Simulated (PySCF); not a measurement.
# C8H10O3Si: a changed input and its effect

System: C8H10O3Si.
Method of run A: GIAO PBE0/6-31G* NMR shielding, non-relativistic, gas phase (PySCF 2.14.0).

The geometry comes from this level: GFN2-xTB. Text and figures count atoms from 1; the logs count them from 0 in places.

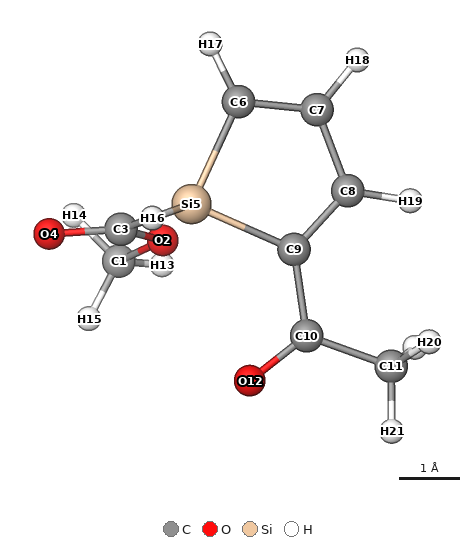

Fig. 1: The input geometry (ball-and-stick view, seen at a tilt; atoms are numbered from 1 in the order of the input).

### Input, run A
```
{"job": {"xc": "PBE0", "basis": "6-31G*", "kind": "nmr", "pop": false}, "charge": 0, "multiplicity": 1}
C      3.178813    -0.945669     0.845189
O      1.973373    -0.316351     0.419722
C      1.943578     0.150816    -0.826484
O      2.869834     0.095579    -1.592274
Si     0.227084     0.924725    -1.207196
C     -0.041636     2.521622    -0.225017
C     -0.987103     2.324377     0.707819
C     -1.574885     1.002463     0.761768
C     -1.120143     0.117252    -0.150214
C     -1.493289    -1.280587    -0.317063
C     -2.626978    -1.817802     0.522945
O     -0.894486    -1.972504    -1.118311
H      3.034822    -1.212939     1.888774
H      4.020398    -0.259045     0.733626
H      3.366363    -1.836126     0.242456
H      0.009586     1.024953    -2.644340
H      0.451695     3.471140    -0.345478
H     -1.318157     3.082836     1.403192
H     -2.322054     0.780514     1.510290
H     -3.523453    -1.224493     0.357543
H     -2.821252    -2.854085     0.259268
H     -2.362520    -1.757290     1.576562
```

The first line tells a small driver script what to run in PySCF; the rest is the geometry in Å.

Command:
```bash
OMP_NUM_THREADS=1 python <driver script> task.json out
```

Hardware: 1 CPU thread, shared host.

### Output (run A)
```
coarse grid: 19776 points
cycle   1  E = -825.0949160449  dE =  2.075e+00  |g| = 1.134e+00  |ddm| = 4.724e+00
cycle   2  E = -824.3063534339  dE =  7.886e-01  |g| = 2.259e+00  |ddm| = 3.213e+00
cycle   3  E = -825.3324493030  dE = -1.026e+00  |g| = 3.689e-01  |ddm| = 2.540e+00
cycle   4  E = -825.3611659692  dE = -2.872e-02  |g| = 1.259e-01  |ddm| = 4.471e-01
cycle   5  E = -825.3640061207  dE = -2.840e-03  |g| = 4.216e-02  |ddm| = 1.162e-01
cycle   6  E = -825.3643711586  dE = -3.650e-04  |g| = 1.307e-02  |ddm| = 4.372e-02
cycle   7  E = -825.3644002556  dE = -2.910e-05  |g| = 6.087e-03  |ddm| = 1.345e-02
cycle   8  E = -825.3644074350  dE = -7.179e-06  |g| = 1.402e-03  |ddm| = 6.211e-03
final grid: 188936 points
cycle   9  E = -825.2506711606  dE = -1.275e-05  |g| = 1.548e-02  |ddm| = 3.127e-02
cycle  10  E = -825.2505619932  dE =  1.092e-04  |g| = 2.782e-02  |ddm| = 3.497e-02
cycle  11  E = -825.2507196832  dE = -1.577e-04  |g| = 4.182e-03  |ddm| = 2.564e-02
cycle  12  E = -825.2507231897  dE = -3.506e-06  |g| = 5.347e-04  |ddm| = 3.668e-03
cycle  13  E = -825.2507232430  dE = -5.328e-08  |g| = 1.523e-04  |ddm| = 5.389e-04
cycle  14  E = -825.2507232474  dE = -4.424e-09  |g| = 7.342e-05  |ddm| = 2.075e-04
cycle  15  E = -825.2507232484  dE = -1.066e-09  |g| = 2.590e-05  |ddm| = 7.568e-05
cycle  16  E = -825.2507232486  dE = -1.385e-10  |g| = 7.539e-06  |ddm| = 2.994e-05
converged SCF energy = -825.2507232486

GIAO shielding tensors (ppm)
atom      isotropic    diamagn.    paramagn.     s11        s22        s33       span
  0 C      146.518     243.011     -96.494    116.304    135.675    187.575     71.271
  1 O      147.150     400.748    -253.598    -38.538    231.593    248.395    286.933
  2 C       28.840     255.677    -226.837    -62.651     56.181     92.990    155.641
  3 O     -128.260     398.040    -526.301   -461.809   -211.959    288.988    750.797
  4 Si     438.120     890.077    -451.957    385.917    447.719    480.725     94.808
  5 C       64.428     261.498    -197.070    -33.792     47.671    179.405    213.196
  6 C       53.878     256.317    -202.439    -49.665     59.057    152.240    201.905
  7 C       51.350     261.237    -209.888    -50.887     49.537    155.399    206.286
  8 C       55.353     263.162    -207.809    -10.673     41.685    135.047    145.720
  9 C        9.997     244.902    -234.905    -62.422    -27.913    120.328    182.750
 10 C      171.211     255.369     -84.157    155.644    159.598    198.391     42.747
 11 O     -282.934     402.798    -685.733   -830.936   -325.316    307.449   1138.385
 12 H       29.052      29.740      -0.689     25.241     28.011     33.903      8.663
 13 H       28.405      28.041       0.365     24.456     26.477     34.282      9.826
 14 H       28.560      28.750      -0.190     24.554     26.705     34.423      9.869
 15 H       27.294      31.244      -3.951     24.502     24.827     32.552      8.051
 16 H       26.035      28.958      -2.923     24.543     26.052     27.510      2.967
 17 H       25.231      28.693      -3.463     23.363     24.258     28.071      4.709
 18 H       25.141      32.950      -7.809     22.742     24.637     28.043      5.301
 19 H       30.084      29.929       0.154     26.642     30.269     33.340      6.697
 20 H       30.506      29.043       1.463     27.231     29.208     35.079      7.848
 21 H       30.027      31.851      -1.824     26.809     30.231     33.039      6.230
```

For run B the input was changed thus:
```diff
-"xc": "PBE0"
+"xc": "wB97X"
+"grid": 3
```

How does run B compare with run A?

The total energies belong to different methods, so their difference says nothing on which is more stable or more accurate. The HOMO goes from −6.87 to −9.07 eV. The LUMO goes from −2.20 to −0.09 eV. The dipole moment goes from 4.51 to 4.59 D. Of all shieldings, the largest change is that of O12, by +18.6 ppm. The functional changes from PBE0 to wB97X. The number of SCF iterations is the same.

### Output (run B)
```
coarse grid: 19776 points
cycle   1  E = -825.6369941087  dE =  2.585e+00  |g| = 1.211e+00  |ddm| = 4.632e+00
cycle   2  E = -825.4410724652  dE =  1.959e-01  |g| = 1.673e+00  |ddm| = 2.425e+00
cycle   3  E = -825.9523919863  dE = -5.113e-01  |g| = 1.577e-01  |ddm| = 1.517e+00
cycle   4  E = -825.9568517410  dE = -4.460e-03  |g| = 9.121e-02  |ddm| = 1.804e-01
cycle   5  E = -825.9586138277  dE = -1.762e-03  |g| = 1.758e-02  |ddm| = 8.820e-02
cycle   6  E = -825.9587321780  dE = -1.184e-04  |g| = 8.168e-03  |ddm| = 3.466e-02
cycle   7  E = -825.9587593605  dE = -2.718e-05  |g| = 4.206e-03  |ddm| = 1.365e-02
cycle   8  E = -825.9587661527  dE = -6.792e-06  |g| = 1.413e-03  |ddm| = 7.786e-03
final grid: 272456 points
cycle   9  E = -825.8384350512  dE = -1.251e-04  |g| = 6.345e-03  |ddm| = 3.477e-02
cycle  10  E = -825.8384385565  dE = -3.505e-06  |g| = 5.937e-03  |ddm| = 1.132e-02
cycle  11  E = -825.8384449284  dE = -6.372e-06  |g| = 1.295e-03  |ddm| = 4.561e-03
cycle  12  E = -825.8384452996  dE = -3.712e-07  |g| = 4.929e-04  |ddm| = 1.949e-03
cycle  13  E = -825.8384453901  dE = -9.056e-08  |g| = 1.700e-04  |ddm| = 7.376e-04
cycle  14  E = -825.8384454013  dE = -1.114e-08  |g| = 6.914e-05  |ddm| = 2.804e-04
cycle  15  E = -825.8384454060  dE = -4.743e-09  |g| = 2.833e-05  |ddm| = 2.592e-04
cycle  16  E = -825.8384454065  dE = -4.732e-10  |g| = 1.452e-05  |ddm| = 6.115e-05
converged SCF energy = -825.8384454065

GIAO shielding tensors (ppm)
atom      isotropic    diamagn.    paramagn.     s11        s22        s33       span
  0 C      149.435     242.747     -93.312    119.666    138.498    190.142     70.476
  1 O      160.562     401.336    -240.774    -27.576    244.461    264.802    292.378
  2 C       29.943     256.276    -226.333    -63.253     54.775     98.306    161.559
  3 O     -117.126     399.104    -516.230   -457.361   -203.228    309.212    766.573
  4 Si     440.515     890.063    -449.548    387.161    449.146    485.236     98.075
  5 C       67.228     262.070    -194.842    -36.862     54.710    183.837    220.699
  6 C       56.703     256.627    -199.924    -53.958     67.039    157.027    210.985
  7 C       52.262     262.035    -209.772    -57.384     55.108    159.062    216.446
  8 C       58.010     263.462    -205.452    -14.597     48.162    140.466    155.063
  9 C        9.848     245.209    -235.361    -64.682    -29.356    123.580    188.262
 10 C      173.282     254.827     -81.546    158.157    161.025    200.663     42.505
 11 O     -264.333     403.986    -668.320   -793.900   -318.276    319.175   1113.075
 12 H       29.126      29.846      -0.720     25.200     28.097     34.080      8.880
 13 H       28.529      28.120       0.409     24.583     26.575     34.428      9.845
 14 H       28.686      28.910      -0.224     24.670     26.821     34.567      9.896
 15 H       27.456      31.580      -4.124     24.637     24.985     32.746      8.109
 16 H       26.195      29.018      -2.824     24.585     26.307     27.692      3.107
 17 H       25.440      28.810      -3.370     23.302     24.505     28.513      5.211
 18 H       25.233      33.311      -8.078     22.582     24.786     28.332      5.750
 19 H       30.258      29.948       0.310     26.828     30.429     33.516      6.687
 20 H       30.596      28.875       1.721     27.193     29.314     35.282      8.089
 21 H       30.186      32.018      -1.832     27.003     30.371     33.185      6.182
```

### The two runs side by side

| quantity | run A | run B |
| --- | --- | --- |
| outcome | converged | converged |
| total energy (hartree) | −825.250723 | −825.838445 |
| HOMO (eV) | −6.87 | −9.07 |
| LUMO (eV) | −2.20 | −0.09 |
| dipole moment (D) | 4.51 | 4.59 |
| shielding of C1 (ppm) | 146.5 | 149.4 |
| shielding of O2 (ppm) | 147.1 | 160.6 |
| shielding of O4 (ppm) | −128.3 | −117.1 |
| shielding of C6 (ppm) | 64.4 | 67.2 |
| shielding of C7 (ppm) | 53.9 | 56.7 |
| shielding of C9 (ppm) | 55.4 | 58.0 |
| shielding of O12 (ppm) | −282.9 | −264.3 |
| SCF iterations | 16 | 16 |
| basis functions | 192 | 192 |
| wall time (shared host) | 42 s | 68 s |
